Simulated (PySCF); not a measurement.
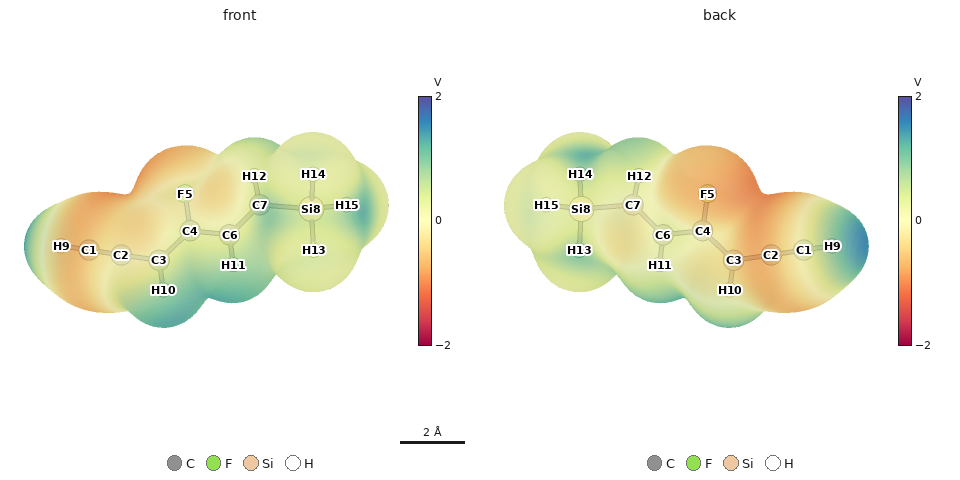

Figure 1: C6H7FSi (SMILES C#C/C=C(F)/C=C/[SiH3]). The electrostatic potential painted on the density surface at 0.002 e/bohr³, seen from the front and from behind; the colour scale runs from red (negative) to blue (positive).

Geometry: GFN2-xTB.

Level of theory: PBE0/pcSseg-1, SCF density, gas phase, non-relativistic in PySCF.

Input

```
{"job": {"kind": "nmr", "xc": "PBE0", "basis": "pcSseg-1"}, "charge": 0, "multiplicity": 1}
C      4.394511    -0.029629     0.494850
C      3.261118    -0.340792     0.241482
C      1.934218    -0.689815    -0.047820
C      0.876852     0.086071     0.253409
F      1.088882     1.271913     0.869602
C     -0.500535    -0.231894    -0.024807
C     -1.532049     0.560444     0.288120
Si    -3.336673     0.181526    -0.056910
H      5.384632     0.237069     0.714413
H      1.768043    -1.636638    -0.539979
H     -0.657120    -1.181085    -0.518041
H     -1.305132     1.498469     0.781166
H     -3.447225    -1.121096    -0.715115
H     -3.874248     1.234508    -0.921514
H     -4.059687     0.168937     1.216783
```

Run with:

```sh
OMP_NUM_THREADS=1 python probes_run.py task.json out
```

> Where is the surface potential most negative and most positive?

The most negative region (about −1.0 V) lies over C1, C2 and F5, the most positive (about +1.6 V) over H9.

> What dipole moment does the calculation give?

Its dipole moment is 1.22 D.
